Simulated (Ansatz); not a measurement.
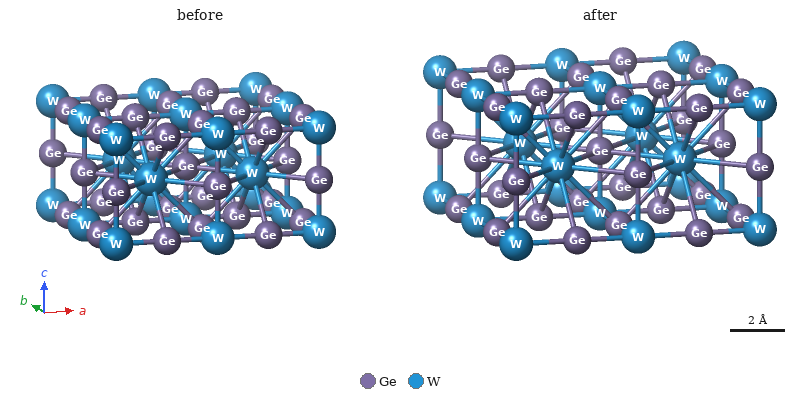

The structure of a crystal of Ge3W2 (a generated structure, set up in Pm-3m) (coarse preliminary run) before (left) and after (right) a relaxation, at one scale.

The picture is a ball-and-stick view of the cell of the calculation, repeated 2 × 2 × 1 with one cell outlined, seen slightly off an axis.

These are results of DFT PBE, scalar-relativistic, plane waves, PAW in Ansatz 0.2.0, not measurements. (plane-wave cutoff 420 eV; k-point mesh 4 × 4 × 4; occupations gaussian; smearing width 0.1 eV; no spin polarisation; cell and atoms relaxed; force threshold 0.04 eV/Å; at most 70 steps)

Question: Summarise the run.

Answer: Over 7 accepted moves (9 points after the start) the energy falls by 2808 meV per atom. All forces vanish by symmetry, so only the cell relaxes. The pressure goes from 154.03 to 0.15 GPa. The SCF was repeated twice at an unchanged geometry on a basis and grid sized afresh for the cell, which shifted the energy by 80.5 meV per atom at most. No atom moves by more than 0.005 Å relative to the cell. The volume changes by +73.4 %, with a = b = c 4.000 → 4.805 Å (+20.1 %). Among the contacts that change: Ge–W 2.828 → 3.398 Å, Ge–W 2.000 → 2.403 Å. The space group stays Pm-3m (No. 221). Cost: 26 s on 1 thread of Intel(R) Xeon(R) Platinum 8488C (Sapphire Rapids) (shared host), peak memory 0.46 GiB.

Limits of the set-up: the k-point mesh is coarse for a cell with partly filled bands.
